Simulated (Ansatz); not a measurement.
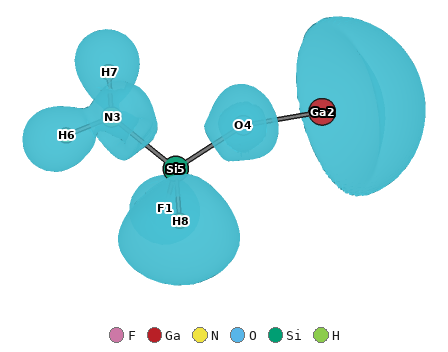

*FGaH₃NOSi. Isosurface of the electron localisation function at 0.8 (cyan), seen at a tilt. Core shells and regions of very low density are left out.*

Geometry: B3LYP/6-31G*.

These are results of Ansatz, isolated molecule in a Gaussian basis; Kohn-Sham density functional theory, functional PBE0, not measurements.

```xyz
8

F    -3.3966   -1.8449    0.5073
Ga   -4.4755    1.7358    0.7585
N    -1.0860   -1.0159    1.8269
O    -2.9390    0.7188    0.8303
Si   -2.2206   -0.7262    0.5742
H    -0.4873   -1.8324    1.8005
H    -1.3104   -0.7534    2.7789
H    -1.5220   -0.8183   -0.7266
```

> Describe the localisation domains.

The surface consists of one region around a hydrogen nucleus, one lobe on Ga, pointing away from the bonds (lone pairs), one region wrapped around F (its valence shell), one region wrapped around O (its valence shell) and one joined region spread over several atoms (H, N), in which their bonds and any lone pairs are merged. Profiles from the grid: Si–F (1.62 Å): the ELF peaks at about 0.85 in the valence shell of F, 0.5 Å from its nucleus, and is about 0.55 at the midpoint. Si–O (1.63 Å): the ELF peaks at about 0.85 between the atoms; a polar covalent bond.
